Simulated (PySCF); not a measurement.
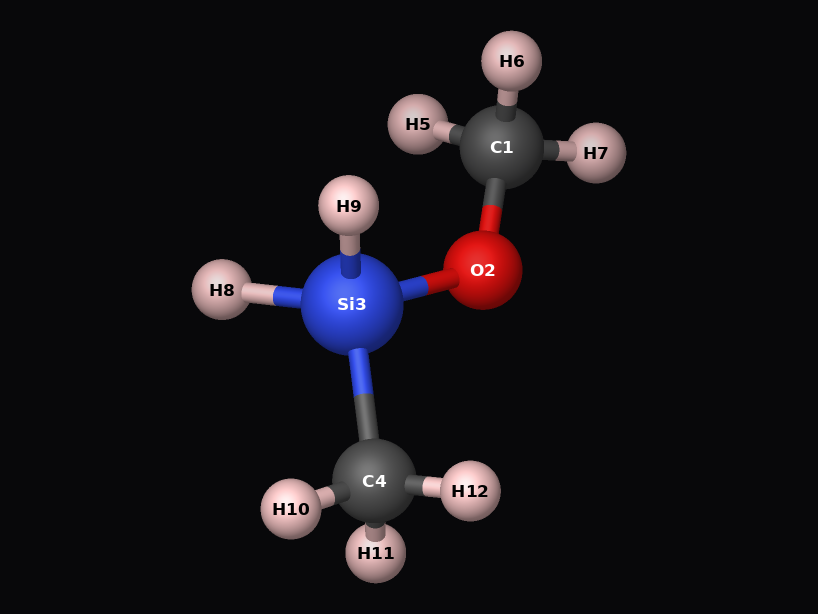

The computed structure is the end point of a PBE0-D3(BJ)/def2-SVP optimisation. No frequency run is at hand to confirm it as a minimum. Level of theory: delta-SCF UKS SCAN, pcX-2 on the ionised atom, pcseg-1 elsewhere, spin-free X2C (PySCF 2.14.0).

Give the core-electron binding energies (to vacuum; p and d levels without spin–orbit splitting) of C1 1s, O2 1s, Si3 1s, Si3 2p, C4 1s.

| atom | level | binding energy (eV) |
| --- | --- | --- |
| C1 | 1s | 292.4 |
| O2 | 1s | 537.9 |
| Si3 | 1s | 1846.9 |
| Si3 | 2p | 107.2 |
| C4 | 1s | 290.3 |
